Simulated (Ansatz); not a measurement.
# GeH− (singlet): one geometry, many settings at distance Ge1–H2 = 3.572 Å

Aim: run GeH− (singlet) at one geometry under a spread of methods and options, and see what each costs and gives.

Method: the settings change from run to run; program: Ansatz 0.2.0, Gaussian basis.

21 further runs of the same task are left out: 4 for a known fault of the program, 14 that didn't finish, 3 set aside as unsound or not needed.

## 1. The geometry

The geometry derives from a PBE0/def2-TZVPD stationary point (not a proven minimum). One bond is set to the value named and the two fragments are kept rigid. No spin-orbit coupling is included. The filled d shell of Ge may be among the frozen orbitals whatever the setting's name suggests; the logs give the count.

2 atoms, charge -1, spin multiplicity 1.

Atoms are counted from 1 here; the program's logs count them from 0.

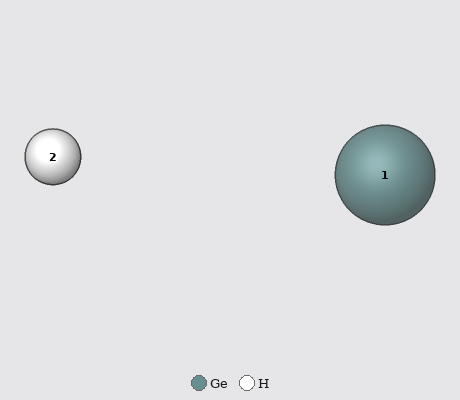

The structure; germanium teal, hydrogen white; atoms are numbered from 1 in the order of the file.

## 2. CCSDT(Q)/B on UHF/STO-3G

The input, in.yaml:

```yaml
crystal:
  periodic: [false, false, false]
  atoms:
    - {symbol: Ge, position_ang: [0.000000, 0.000000, 0.000000]}
    - {symbol: H, position_ang: [0.000000, 0.000000, 3.572000]}
basis:
  gaussian: {orbitals: STO-3G}
total_charge: -1
magnetization: {spin_polarized: true, initial_magnetization: 0}
correlation: {method: ccsdt_q_b, electrons: outside_noble_gas, diis_vectors: 2}
scf: {lower_state_search: off}
```

The run is started by

```console
$ ansatz run in.yaml --threads 1 --pin off --events-out ev --progress --plain --max-ram 2393MiB
```

What it wrote, shortened:

```text
Functional definition: HF
  name "HF"
  cite "Fock, Z. Phys. 61, 126 (1930) doi:10.1007/BF01340294"
  parent pbe
[...]
196 factors; integrals over basis functions are off by at most 3.6e-8 eV
[...]
mean field -55831.03359229 eV, -2051.7526408827 hartree, gradient 2.9e-6 eV, S^2 0.000000; 0 other end points of the search recorded, 0 dependent functions left out
14 core orbitals not correlated: weight in the atoms' cores, before any rotation towards them, 0.979 or more for the frozen orbitals, at most 0.021 for the correlated occupied ones
reference -55831.03359229 eV, -2051.7526408827 hartree; 3, 3 occupied and 2, 2 virtual orbitals, 196 factors
second order -1.07071208 eV of doubles, -0.00000000 eV of singles
cycle   1  -0.92134665 eV  change   -1.2e-1 eV  update   1.7e-1
[...]
cycle  94  -2.35042757 eV  change    3.3e-7 eV  update   9.8e-8
perturbative correction -0.00214573 eV, -0.0000788543 hartree
WARN: these amplitudes may be one of several solutions (largest doubles amplitude 0.99, level shift 2.60 eV)
Total energy: -55833.38616559 eV, -2051.8390963572 hartree
Checks for a lower state left out: stability, starts, cluster_reference, orbital_swaps, neighbouring_geometries, increment
```

It took 1.9 s on 1 thread of Arm Neoverse N1, shared host.

From the report: ⟨S²⟩ of the determinant 0.000 (pure singlet: 0.00); correlation -2.3526 eV; T1 0.234; largest double amplitude 0.99. The report flags that the cluster equations may have other roots.

## 3. NEVPT2(2,2)/def2-TZVP

The input, in.yaml:

```yaml
crystal:
  periodic: [false, false, false]
  atoms:
    - {symbol: Ge, position_ang: [0.000000, 0.000000, 0.000000]}
    - {symbol: H, position_ang: [0.000000, 0.000000, 3.572000]}
basis:
  gaussian: {orbitals: def2-TZVP}
total_charge: -1
correlation: {method: sc_nevpt2, electrons: outside_noble_gas, active_space: {window: {electrons: 2, orbitals: 2}}}
```

Launched as before.

What it wrote, shortened:

```text
Functional definition: HF
  name "HF"
  cite "Fock, Z. Phys. 61, 126 (1930) doi:10.1007/BF01340294"
  parent pbe
[...]
370 factors; integrals over basis functions are off by at most 2.6e-4 eV
[...]
mean field -56484.29136229 eV, -2075.7594211365 hartree, gradient 2.6e-6 eV, S^2 0.000000; 4 other end points of the search recorded, 0 dependent functions left out; unrestricted orbitals would lower it
reference -56484.29136229 eV, -2075.7594211365 hartree; 17, 17 occupied and 37, 37 virtual orbitals, 370 factors
state -56485.09488531 eV, -2075.7889500626 hartree
state -56485.09488531 eV, -2075.7889500626 hartree; corrected -56487.12913868 eV, -2075.8637074951 hartree
state -56484.72799630 eV, -2075.7754671401 hartree
state -56484.72799630 eV, -2075.7754671401 hartree; corrected -56486.70182100 eV, -2075.8480038603 hartree
state -56485.09488531 eV, -2075.7889500626 hartree; corrected -56487.12913868 eV, -2075.8637074951 hartree
Total energy: -56487.12913868 eV, -2075.8637074951 hartree
```

It took 4.1 s on 1 thread of Arm Neoverse N1, shared host.

From the report: 4 determinants; active occupations 1.79, 0.21.

## 4. HF/def2-SVPD

The input, in.yaml:

```yaml
crystal:
  periodic: [false, false, false]
  atoms:
    - {symbol: Ge, position_ang: [0.000000, 0.000000, 0.000000]}
    - {symbol: H, position_ang: [0.000000, 0.000000, 3.572000]}
basis:
  gaussian: {orbitals: def2-SVPD}
total_charge: -1
magnetization: {spin_polarized: true, initial_magnetization: 0}
hamiltonian: {xc: hf}
output: {forces: true, orbitals: {seedname: orbitals}}
```

Launched as before.

What it wrote, shortened:

```text
Functional definition: HF
  name "HF"
  cite "Fock, Z. Phys. 61, 126 (1930) doi:10.1007/BF01340294"
  parent pbe
[...]
448 factors; integrals over basis functions are off by at most 5.8e-4 eV
[...]
mean field -56478.78396983 eV, -2075.5570281965 hartree, gradient 7.7e-6 eV, S^2 1.925967; 10 other end points of the search recorded, 0 dependent functions left out
[...]
reference -56478.78396983 eV, -2075.5570281965 hartree; 17, 17 occupied and 29, 29 virtual orbitals, 448 factors
Total energy: -56478.78396983 eV, -2075.5570281965 hartree
Atom 0 at     0.000000     0.000000     0.000000 Å, force     0.000000    -0.000000     0.255697 eV/Å
Atom 1 at     0.000000     0.000000     3.572000 Å, force    -0.000000     0.000000    -0.255697 eV/Å
Dipole moment:     0.000000    -0.000000    -0.273229 e Å
```

Run time: 4.9 s. Hardware: 1 thread of Arm Neoverse N1, shared host.

From the report: ⟨S²⟩ of the determinant 1.926 (pure singlet: 0.00). The determinant is far from a pure spin state, so its energy mixes those of several spin states (harmless only where they are near-degenerate, as at dissociation).

## 5. CASSCF(10,7)/def2-mTZVP

The input, in.yaml:

```yaml
crystal:
  periodic: [false, false, false]
  atoms:
    - {symbol: Ge, position_ang: [0.000000, 0.000000, 0.000000]}
    - {symbol: H, position_ang: [0.000000, 0.000000, 3.572000]}
basis:
  gaussian: {orbitals: def2-mTZVP, fitting: {mean_field: def2-universal-jkfit}}
total_charge: -1
correlation: {active_space: {window: {electrons: 10, orbitals: 7}, states: [{multiplicity: 1, weights: [1, 1, 0.5, 1]}, {multiplicity: 3, weights: [1]}]}}
accuracy: high
scf: {lower_state_search: off}
output: {forces: true}
```

The command is unchanged.

What it wrote, shortened:

```text
Functional definition: HF
  name "HF"
  cite "Fock, Z. Phys. 61, 126 (1930) doi:10.1007/BF01340294"
  parent pbe
[...]
284 factors; integrals over basis functions are off by at most 1.4e0 eV
[...]
mean field -56484.19986897 eV, -2075.7560588190 hartree, gradient 2.0e-8 eV, S^2 0.000000; 0 other end points of the search recorded, 0 dependent functions left out
reference -56484.19986897 eV, -2075.7560588190 hartree; 17, 17 occupied and 22, 22 virtual orbitals, 284 factors
state -56485.49773149 eV, -2075.8037543867 hartree
state -56485.49552964 eV, -2075.8036734702 hartree
state -56484.93695898 eV, -2075.7831463770 hartree
state -56484.72061684 eV, -2075.7751959503 hartree
state -56486.69542570 eV, -2075.8477688370 hartree
[...]
Total energy: -56485.52839626 eV, -2075.8048812962 hartree
Atom 0 at     0.000000     0.000000     0.000000 Å, force     0.000000     0.000000     0.466129 eV/Å
Atom 1 at     0.000000     0.000000     3.572000 Å, force    -0.000000    -0.000000    -0.466129 eV/Å
Dipole moment:     0.000000    -0.000000    -0.655698 e Å
Checks for a lower state left out: stability, starts, cluster_reference, orbital_swaps, neighbouring_geometries, increment
```

Wall time 1.4 s (1 thread of Arm Neoverse N1, shared host).

From the report: 441 determinants; active occupations (of the averaged states) 2.00, 2.00, 1.99, 1.52, 1.10, 1.00, 0.38.

## 6. CCSDT(Q)/B/6-31G*

The input, in.yaml:

```yaml
crystal:
  periodic: [false, false, false]
  atoms:
    - {symbol: Ge, position_ang: [0.000000, 0.000000, 0.000000]}
    - {symbol: H, position_ang: [0.000000, 0.000000, 3.572000]}
basis:
  gaussian: {orbitals: "6-31G*"}
total_charge: -1
magnetization: {spin_polarized: false}
hamiltonian: {xc: {name: r2SCAN}}
correlation: {method: ccsdt_q_b, electrons: outside_noble_gas}
accuracy: high
```

Same command.

What it wrote, shortened:

```text
Functional definition: r2SCAN
  name "r2SCAN"
  cite "Furness, Kaplan, Ning, Perdew & Sun, J. Phys. Chem. Lett. 11, 8208 (2020) doi:10.1021/acs.jpclett.0c02405"
  cite "Furness, Kaplan, Ning, Perdew & Sun, J. Phys. Chem. Lett. 11, 9248 (2020) doi:10.1021/acs.jpclett.0c03077"
  parent r2scan
[...]
543 factors; integrals over basis functions are off by at most 4.0e-9 eV
[...]
mean field -56521.46438731 eV, -2077.1255046090 hartree, gradient 1.4e-8 eV, S^2 0.000000; 4 other end points of the search recorded, 0 dependent functions left out; unrestricted orbitals would lower it
unrestricted determinant -56478.29340347 eV, -2075.5390002152 hartree, S^2 1.9354
14 core orbitals not correlated: weight in the atoms' cores, before any rotation towards them, 1.000 or more for the frozen orbitals, at most 0.000 for the correlated occupied ones
reference -56475.40164728 eV, -2075.4327301354 hartree; 3, 3 occupied and 20, 20 virtual orbitals, 543 factors
second order -2.54231271 eV of doubles, -0.35993523 eV of singles
cycle   1  -2.85680285 eV  change   -4.5e-1 eV  update   1.2e-1
[...]
cycle  39  -4.02351791 eV  change  -6.5e-11 eV  update  7.0e-11
perturbative correction -0.04538244 eV, -0.0016677739 hartree
WARN: these amplitudes may be one of several solutions (largest doubles amplitude 0.87, level shift 2.47 eV)
Total energy: -56479.47054763 eV, -2075.5822594653 hartree
```

Run time: 12 s. Hardware: 1 thread of Arm Neoverse N1, shared host.

From the report: correlation -4.0689 eV; T1 0.061; largest double amplitude 0.87. The orbitals are Kohn-Sham ones, so correlation energy and T1 don't compare with those on Hartree-Fock orbitals. The report flags that the cluster equations may have other roots.

## 7. CCSD(T) on UHF/def2-SVP

The input, in.yaml:

```yaml
crystal:
  periodic: [false, false, false]
  atoms:
    - {symbol: Ge, position_ang: [0.000000, 0.000000, 0.000000]}
    - {symbol: H, position_ang: [0.000000, 0.000000, 3.572000]}
basis:
  gaussian: {orbitals: def2-SVP}
total_charge: -1
magnetization: {spin_polarized: true, initial_magnetization: 0}
correlation: {method: ccsd_t, electrons: all}
```

The command is unchanged.

What it wrote, shortened:

```text
Functional definition: HF
  name "HF"
  cite "Fock, Z. Phys. 61, 126 (1930) doi:10.1007/BF01340294"
  parent pbe
[...]
370 factors; integrals over basis functions are off by at most 1.4e-4 eV
[...]
mean field -56478.69543097 eV, -2075.5537744534 hartree, gradient 3.0e-6 eV, S^2 1.906187; 26 other end points of the search recorded, 0 dependent functions left out
determinant -56478.69543097 eV, -2075.5537744534 hartree, with singles and doubles -56484.77459831 eV, -2075.7771797324 hartree
determinant -56478.45922737 eV, -2075.5450941311 hartree, with singles and doubles -56484.43782728 eV, -2075.7648036253 hartree
determinant -56478.08201998 eV, -2075.5312320153 hartree, with singles and doubles -56484.78901741 eV, -2075.7777096247 hartree
determinant -56477.50003674 eV, -2075.5098445257 hartree, with singles and doubles -56483.85495215 eV, -2075.7433833595 hartree
[...]
determinant -56475.24157232 eV, -2075.4268474890 hartree, with singles and doubles -56481.89560852 eV, -2075.6713788092 hartree
determinant -56478.69543097 eV, -2075.5537744534 hartree, with singles and doubles -56484.84537448 eV, -2075.7797807088 hartree
determinant -56478.45922737 eV, -2075.5450941311 hartree, with singles and doubles -56484.45580890 eV, -2075.7654644379 hartree
determinant -56478.08201998 eV, -2075.5312320153 hartree, with singles and doubles -56484.85369968 eV, -2075.7800866542 hartree
[...]
reference -56478.08201998 eV, -2075.5312320153 hartree; 17, 17 occupied and 20, 20 virtual orbitals, 370 factors
second order -6.21666849 eV of doubles, -0.00000000 eV of singles
cycle   1  -6.77168377 eV  change   -4.1e-6 eV  update   5.5e-6
perturbative correction -0.49371256 eV, -0.0181436018 hartree
WARN: the results are in doubt because among natural orbitals full CI differs from the method by +0.790 eV
Total energy: -56485.34741631 eV, -2075.7982304056 hartree
In doubt: among natural orbitals full CI differs from the method by +0.790 eV
```

Wall time 49 s (1 thread of Arm Neoverse N1, shared host).

From the report: ⟨S²⟩ of the determinant 1.024 (pure singlet: 0.00); correlation -7.2654 eV; T1 0.048; largest double amplitude 0.33. The determinant is far from a pure spin state, so its energy mixes those of several spin states (harmless only where they are near-degenerate, as at dissociation). Mind the lines of doubt at the end of the log.

## 8. All runs side by side

 † marks a result that the program doubts.

```tsv
level	correlated	functions	energy (eV)	time
CCSDT(Q)/B on UHF/STO-3G †	outside noble gas	19	-55833.3862	1.9 s
NEVPT2(2,2)/def2-TZVP	outside noble gas	54	-56487.1291	4.1 s
HF/def2-SVPD		46	-56478.7840	4.9 s
CASSCF(10,7)/def2-mTZVP (mean of several states)		39	-56485.5284	1.4 s
CCSDT(Q)/B/6-31G* (on r2SCAN orbitals) †	outside noble gas	37	-56479.4705	12 s
CCSD(T) on UHF/def2-SVP †	all	37	-56485.3474	49 s
```

## 9. Summary of results

| quantity | value |
| --- | --- |
| runs | 6 |
| quickest | CASSCF(10,7)/def2-mTZVP (mean of several states), 1.4 s |
| slowest | CCSD(T) on UHF/def2-SVP †, 49 s |

**Reading.** Total energies in different bases, with other cores or another treatment of relativity can't be set against each other. CCSD(T) on UHF/def2-SVP † took 36 times as long as CASSCF(10,7)/def2-mTZVP (mean of several states); the jobs differ in more than the method.
